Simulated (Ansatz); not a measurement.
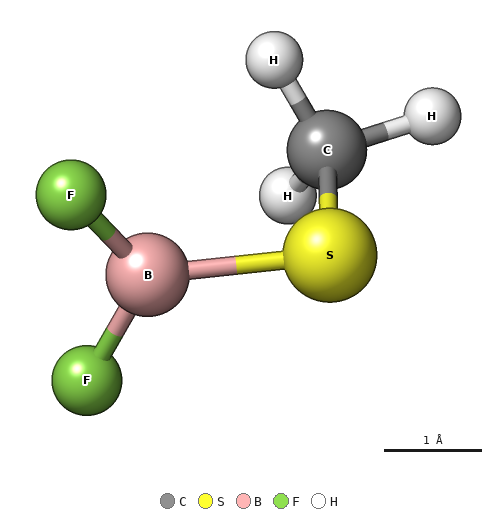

*The structure as given in the input (ball-and-stick view, seen at a tilt).*

## Geometry relaxation of CH$_{3}$BF$_{2}$S (part 1 of 2)

CH$_{3}$BF$_{2}$S, SMILES CSB(F)F, computed with RKS CAM-B3LYP-D4/def2-SVP (Ansatz 0.2.0).

It belongs to a series of runs on one base structure; here: end point B relaxed.

**Output**
```
The last accepted step is kept in [file] (removed where the run ends without a failure and the disk answers)
Engine: ansatz 0.2.0, aarch64-unknown-linux-gnu
Functional definition: CAM-B3LYP
  parameter alpha = 0.19
  parameter beta = 0.46
  parameter omega = 0.33/bohr
  parameter ac = 0.81
  exchange = (1 - alpha - beta)*b88_x + beta*b88_x_sr(omega) + alpha*exact_x + beta*exact_x_lr(omega)
  correlation = (1 - ac)*vwn5_c + ac*lyp_c
947 factors; integrals over basis functions are off by at most 3.1e-4 eV
278 factors; integrals over basis functions are off by at most 1.0e-6 eV
mean field evaluation 1: about -18019.4830 eV, gradient 4.3e1 eV
mean field evaluation 2: about -18018.0842 eV, gradient 5.6e1 eV
mean field evaluation 4: about -18023.0606 eV, gradient 1.6e0 eV
mean field evaluation 8: about -18023.1047 eV, gradient 7.6e-2 eV
mean field evaluation 16: about -18023.1047 eV, gradient 2.8e-5 eV
mean field -18023.10469575 eV, -662.3368810696 hartree, gradient 2.8e-5 eV, S^2 0.000000; 0 other end points of the search recorded, 0 dependent functions left out
the calculation of the forces begins
reference -18023.10479761 eV, -662.3368848130 hartree; 24, 24 occupied and 65, 65 virtual orbitals, 947 factors
relax step   1: F+E_penalty+E_count = -18023.23267713 eV  Δ(F+E_penalty+E_count) = +0.000e0 eV  max|allowed force component| = 4.135e0 eV/Å  Δτ_max = 0.0000 Å  (28 SCF iters, accepted)
these checks for a lower state are left out or cut short: starts, cluster_reference, orbital_swaps, neighbouring_geometries, increment
947 factors; integrals over basis functions are off by at most 3.3e-4 eV
278 factors; integrals over basis functions are off by at most 8.5e-7 eV
mean field -18023.47931982 eV, -662.3506482505 hartree, gradient 6.8e-6 eV, S^2 0.000000; 0 other end points of the search recorded, 0 dependent functions left out
[... from here on the field's lines of each further geometry are left out, up to the last ...]
relax step   2: F+E_penalty+E_count = -18023.60787406 eV  Δ(F+E_penalty+E_count) = -3.752e-1 eV  max|allowed force component| = 3.099e0 eV/Å  Δτ_max = 0.1947 Å  (37 SCF iters, accepted)
relax step   3: F+E_penalty+E_count = -18023.69134985 eV  Δ(F+E_penalty+E_count) = -8.348e-2 eV  max|allowed force component| = 3.236e0 eV/Å  Δτ_max = 0.1377 Å  (38 SCF iters, accepted)
relax step   4: F+E_penalty+E_count = -18024.04896469 eV  Δ(F+E_penalty+E_count) = -3.576e-1 eV  max|allowed force component| = 7.670e-1 eV/Å  Δτ_max = 0.1528 Å  (32 SCF iters, accepted)
relax step   5: F+E_penalty+E_count = -18024.07524570 eV  Δ(F+E_penalty+E_count) = -2.628e-2 eV  max|allowed force component| = 1.466e-1 eV/Å  Δτ_max = 0.0314 Å  (33 SCF iters, accepted)
relax step   6: F+E_penalty+E_count = -18024.07804431 eV  Δ(F+E_penalty+E_count) = -2.799e-3 eV  max|allowed force component| = 4.790e-2 eV/Å  Δτ_max = 0.0259 Å  (31 SCF iters, accepted)
relax step   7: F+E_penalty+E_count = -18024.07825823 eV  Δ(F+E_penalty+E_count) = -2.139e-4 eV  max|allowed force component| = 5.806e-2 eV/Å  Δτ_max = 0.0164 Å  (34 SCF iters, accepted)
relax step   8: F+E_penalty+E_count = -18024.07920216 eV  Δ(F+E_penalty+E_count) = -9.439e-4 eV  max|allowed force component| = 1.027e-1 eV/Å  Δτ_max = 0.0275 Å  (33 SCF iters, accepted)
relax step   9: F+E_penalty+E_count = -18024.08849256 eV  Δ(F+E_penalty+E_count) = -9.290e-3 eV  max|allowed force component| = 1.297e-1 eV/Å  Δτ_max = 0.0986 Å  (32 SCF iters, accepted)
relax step  10: F+E_penalty+E_count = -18024.09736187 eV  Δ(F+E_penalty+E_count) = -8.869e-3 eV  max|allowed force component| = 1.015e-1 eV/Å  Δτ_max = 0.0440 Å  (33 SCF iters, accepted)
relax step  11: F+E_penalty+E_count = -18024.11090946 eV  Δ(F+E_penalty+E_count) = -1.355e-2 eV  max|allowed force component| = 1.299e-1 eV/Å  Δτ_max = 0.0511 Å  (32 SCF iters, accepted)
relax step  12: F+E_penalty+E_count = -18024.17166172 eV  Δ(F+E_penalty+E_count) = -6.075e-2 eV  max|allowed force component| = 9.487e-1 eV/Å  Δτ_max = 0.1950 Å  (37 SCF iters, accepted)
relax step  13: F+E_penalty+E_count = -18024.26115179 eV  Δ(F+E_penalty+E_count) = -8.949e-2 eV  max|allowed force component| = 1.205e0 eV/Å  Δτ_max = 0.1954 Å  (38 SCF iters, accepted)
relax step  14: F+E_penalty+E_count = -18024.32192718 eV  Δ(F+E_penalty+E_count) = -6.078e-2 eV  max|allowed force component| = 1.280e0 eV/Å  Δτ_max = 0.1949 Å  (37 SCF iters, accepted)
relax step  15: F+E_penalty+E_count = -18024.47517234 eV  Δ(F+E_penalty+E_count) = -1.532e-1 eV  max|allowed force component| = 6.593e-1 eV/Å  Δτ_max = 0.2000 Å  (37 SCF iters, accepted)
relax step  16: F+E_penalty+E_count = -18024.53743441 eV  Δ(F+E_penalty+E_count) = -6.226e-2 eV  max|allowed force component| = 3.792e-1 eV/Å  Δτ_max = 0.2000 Å  (36 SCF iters, accepted)
relax step  17: F+E_penalty+E_count = -18024.55062682 eV  Δ(F+E_penalty+E_count) = -1.319e-2 eV  max|allowed force component| = 4.626e-1 eV/Å  Δτ_max = 0.1039 Å  (30 SCF iters, accepted)
relax step  18: F+E_penalty+E_count = -18024.56301111 eV  Δ(F+E_penalty+E_count) = -1.238e-2 eV  max|allowed force component| = 4.631e-2 eV/Å  Δτ_max = 0.0813 Å  (31 SCF iters, accepted)
relax step  19: F+E_penalty+E_count = -18024.56365203 eV  Δ(F+E_penalty+E_count) = -6.409e-4 eV  max|allowed force component| = 3.020e-2 eV/Å  Δτ_max = 0.0224 Å  (32 SCF iters, accepted)
relax step  20: F+E_penalty+E_count = -18024.56402771 eV  Δ(F+E_penalty+E_count) = -3.757e-4 eV  max|allowed force component| = 4.881e-2 eV/Å  Δτ_max = 0.0266 Å  (32 SCF iters, accepted)
relax step  21: F+E_penalty+E_count = -18024.56423196 eV  Δ(F+E_penalty+E_count) = -2.042e-4 eV  max|allowed force component| = 4.675e-2 eV/Å  Δτ_max = 0.0280 Å  (32 SCF iters, accepted)
relax step  22: F+E_penalty+E_count = -18024.56414954 eV  Δ(F+E_penalty+E_count) = +8.243e-5 eV  max|allowed force component| = 5.466e-2 eV/Å  Δτ_max = 0.0140 Å  (33 SCF iters, rejected (line search))
relax step  23: F+E_penalty+E_count = -18024.56438872 eV  Δ(F+E_penalty+E_count) = -1.568e-4 eV  max|allowed force component| = 2.252e-2 eV/Å  Δτ_max = 0.0068 Å  (24 SCF iters, accepted)
relax step  24: F+E_penalty+E_count = -18024.56455004 eV  Δ(F+E_penalty+E_count) = -1.613e-4 eV  max|allowed force component| = 5.914e-3 eV/Å  Δτ_max = 0.0183 Å  (33 SCF iters, accepted)
relax step  25: F+E_penalty+E_count = -18024.56463834 eV  Δ(F+E_penalty+E_count) = -8.830e-5 eV  max|allowed force component| = 2.493e-2 eV/Å  Δτ_max = 0.0326 Å  (32 SCF iters, accepted)
relax step  26: F+E_penalty+E_count = -18024.56465826 eV  Δ(F+E_penalty+E_count) = -1.992e-5 eV  max|allowed force component| = 1.579e-2 eV/Å  Δτ_max = 0.0030 Å  (24 SCF iters, accepted)
the calculation of the forces begins
reference -18024.43616531 eV, -662.3858116734 hartree; 24, 24 occupied and 65, 65 virtual orbitals, 947 factors
relax step  27: F+E_penalty+E_count = -18024.56468690 eV  Δ(F+E_penalty+E_count) = -2.864e-5 eV  max|allowed force component| = 4.833e-3 eV/Å  Δτ_max = 0.0041 Å  (25 SCF iters, accepted)
```

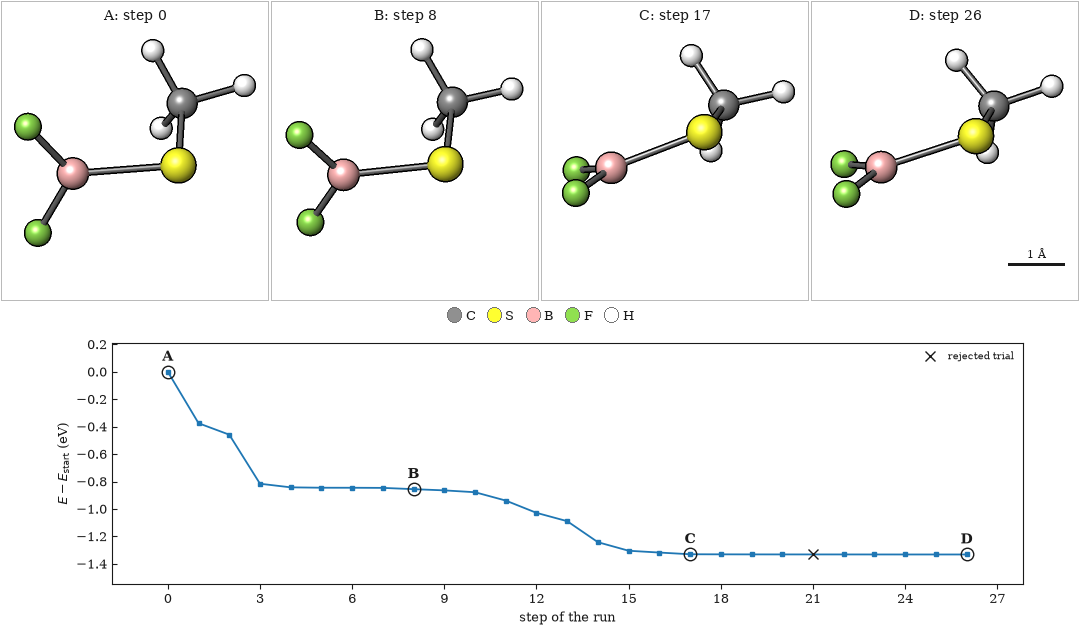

*Frames of the relaxation (ball-and-stick view, seen at a tilt) above the curves, on which the letters mark them (the first geometry is step 0 here and step 1 in the log).*

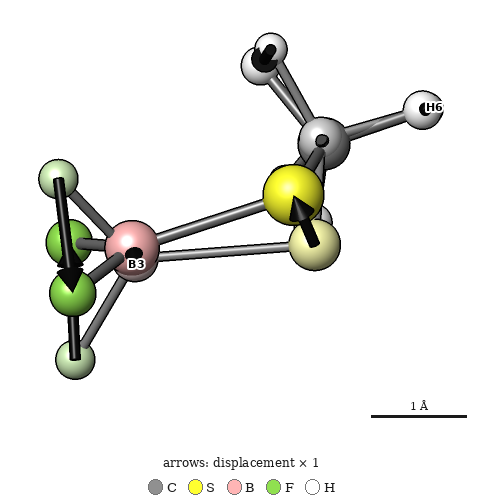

*Start (faint) and end (solid) with the displacements as black arrows, at true length (ball-and-stick view, seen at a tilt). The two geometries are laid on each other by the best rigid fit.*

The energy falls by 1.332 eV in 26 geometry steps. The largest force component goes from 4.1 to 0.0048 eV/Å. The line search rejected the trial step at point 21 (counted from 0) and went back. The atom that moves furthest after the best rigid fit is F4 (1.27 Å). Largest moves by element: F 1.27 Å, H 0.65 Å, S 0.62 Å, B 0.19 Å, C 0.12 Å. Among the contacts that change: B3–F5 1.444 → 1.321 Å, S2–B3 1.898 → 1.792 Å, B3–F4 1.423 → 1.317 Å, C1–H6 1.182 → 1.097 Å. Among the angles that change: C1–S2–B3 93.9° → 100.8°, H6–C1–H7 104.9° → 109.1°, S2–C1–H6 110.8° → 106.8°. (Atoms are counted from 1 in the order of the input.)

```
947 factors; integrals over basis functions are off by at most 2.8e-4 eV
278 factors; integrals over basis functions are off by at most 7.3e-7 eV
mean field -18024.43605904 eV, -662.3858077683 hartree, gradient 1.9e-5 eV, S^2 0.000000; 1 other end points of the search recorded, 0 dependent functions left out
the calculation of the forces begins
reference -18024.43616531 eV, -662.3858116734 hartree; 24, 24 occupied and 65, 65 virtual orbitals, 947 factors
Total energy: -18024.56479316 eV, -662.3905386597 hartree
Atom 0 at    -0.817396    -0.040741     0.789359 Å, force     0.000394    -0.001157     0.000095 eV/Å
Atom 1 at     0.874282    -0.212929     1.442359 Å, force    -0.000457     0.003304    -0.000722 eV/Å
Atom 2 at     0.928449    -1.974006     1.771199 Å, force     0.000783    -0.004833     0.001223 eV/Å
Atom 3 at     2.019423    -2.518325     2.269470 Å, force    -0.000232     0.000671    -0.000325 eV/Å
Atom 4 at    -0.103425    -2.761422     1.527845 Å, force    -0.000266     0.000327     0.000243 eV/Å
Atom 5 at    -0.954776     1.018099     0.539302 Å, force    -0.000668     0.000699    -0.000276 eV/Å
Atom 6 at    -1.561046    -0.331550     1.541058 Å, force     0.000194     0.000177     0.000363 eV/Å
Atom 7 at    -0.953240    -0.644246    -0.116102 Å, force     0.000254     0.000813    -0.000602 eV/Å
Dipole moment:    -0.320441     0.205609    -0.154077 e Å
```

**Trajectory as extended XYZ (Å, eV, eV/Å), 27 frames, from step=1 to step=27**
```
8
Properties=species:S:1:pos:R:3:forces:R:3 step=1 energy=-18023.23268
C    -0.7719   -0.0302    0.9079   -1.9448   2.6198  -0.0448
S     0.9723   -0.2744    0.8409    1.1478  -1.5198   0.4697
B     0.8851   -2.0213    1.5785    1.0334  -2.2108   0.4779
F     1.0511   -2.2201    2.9777   -0.7054   0.1539  -4.1347
F     0.8066   -3.1721    0.7098    0.0659   3.3627   3.0796
H    -1.0604    1.0450    0.5121    0.7812  -1.9621   0.6522
H    -1.1383   -0.0574    1.9518   -0.0611  -0.0913  -0.2864
H    -1.3122   -0.7346    0.2858   -0.3170  -0.3524  -0.2136
8
Properties=species:S:1:pos:R:3:forces:R:3 step=2 energy=-18023.60787
C    -0.7862   -0.0339    0.9190   -1.0271   0.6571   0.0584
S     0.9885   -0.2786    0.8395    1.3716  -0.4179   0.0237
B     1.0758   -1.9994    1.5463   -3.0995  -2.0121   0.9313
F     0.9566   -2.2240    2.9072    0.8948   0.4056  -2.6692
F     0.7227   -3.1115    0.7808    1.3911   2.3042   1.5365
H    -1.0233    0.9913    0.5290    0.4450  -0.6474   0.2067
H    -1.1662   -0.0672    1.9517    0.0512  -0.1120  -0.0705
H    -1.3357   -0.7419    0.2910   -0.0271  -0.1775  -0.0168
8
Properties=species:S:1:pos:R:3:forces:R:3 step=3 energy=-18023.69135
C    -0.8162    0.0002    0.9098   -0.8363   0.5724  -0.0385
S     0.9572   -0.2963    0.8509    0.6617  -0.7958   0.2570
B     0.9674   -2.0110    1.5624   -0.2648  -3.0515   1.0754
F     1.0722   -2.2869    2.9325   -0.1982   0.8046  -3.2364
F     0.8398   -3.1838    0.7843    0.3527   3.0587   1.8388
H    -0.9974    1.0224    0.5116    0.2298  -0.4008   0.1312
H    -1.2103   -0.0148    1.9364    0.0454  -0.0862  -0.0400
H    -1.3804   -0.6949    0.2765    0.0097  -0.1013   0.0127
8
Properties=species:S:1:pos:R:3:forces:R:3 step=4 energy=-18024.04897
C    -0.8121   -0.0442    0.9296    0.6728   0.1453  -0.1194
S     1.0255   -0.2824    0.8396   -0.4169  -0.6785   0.3105
B     0.9227   -2.0000    1.5584    0.2697   0.7670  -0.3417
F     0.9849   -2.1938    2.8536   -0.0415  -0.1536   0.0708
F     0.7693   -3.0482    0.7860   -0.0428  -0.1488   0.0643
H    -0.9565    0.9606    0.5269   -0.2706   0.1185  -0.0138
H    -1.1634   -0.0854    1.9636   -0.0804   0.0291   0.1270
H    -1.3382   -0.7717    0.3067   -0.0903  -0.0791  -0.0977
8
Properties=species:S:1:pos:R:3:forces:R:3 step=5 energy=-18024.07525
C    -0.7995   -0.0316    0.9232    0.0561  -0.0804   0.0218
S     1.0164   -0.3002    0.8449   -0.0780  -0.1466   0.0687
B     0.9323   -1.9965    1.5562    0.0138   0.1184  -0.0500
F     0.9904   -2.2068    2.8529    0.0187  -0.0084  -0.0069
F     0.7739   -3.0590    0.7978    0.0202   0.0020   0.0070
H    -0.9851    0.9734    0.5286   -0.0145   0.0341  -0.0122
H    -1.1622   -0.0811    1.9589   -0.0089   0.0348  -0.0268
H    -1.3339   -0.7633    0.3019   -0.0073   0.0462  -0.0015
8
Properties=species:S:1:pos:R:3:forces:R:3 step=6 energy=-18024.07804
C    -0.8073   -0.0279    0.9224   -0.0048   0.0479  -0.0195
S     1.0014   -0.3137    0.8527    0.0015  -0.0063   0.0022
B     0.9373   -2.0050    1.5593    0.0142  -0.0154   0.0062
F     1.0119   -2.2196    2.8544    0.0066   0.0006   0.0165
F     0.7960   -3.0697    0.8009    0.0027  -0.0116  -0.0139
H    -0.9749    0.9805    0.5236   -0.0061  -0.0123   0.0057
H    -1.1799   -0.0629    1.9541   -0.0067   0.0011   0.0070
H    -1.3521   -0.7468    0.2971   -0.0073  -0.0041  -0.0043
8
Properties=species:S:1:pos:R:3:forces:R:3 step=7 energy=-18024.07826
C    -0.8084   -0.0274    0.9202   -0.0059   0.0340  -0.0253
S     1.0001   -0.3131    0.8588    0.0103   0.0057   0.0016
B     0.9379   -2.0058    1.5622    0.0157   0.0176  -0.0081
F     1.0279   -2.2229    2.8550    0.0152  -0.0086   0.0581
F     0.7853   -3.0678    0.8036   -0.0109  -0.0399  -0.0373
H    -0.9742    0.9820    0.5238   -0.0060  -0.0066   0.0038
H    -1.1854   -0.0657    1.9500   -0.0120   0.0048   0.0160
H    -1.3510   -0.7444    0.2910   -0.0063  -0.0071  -0.0087
```
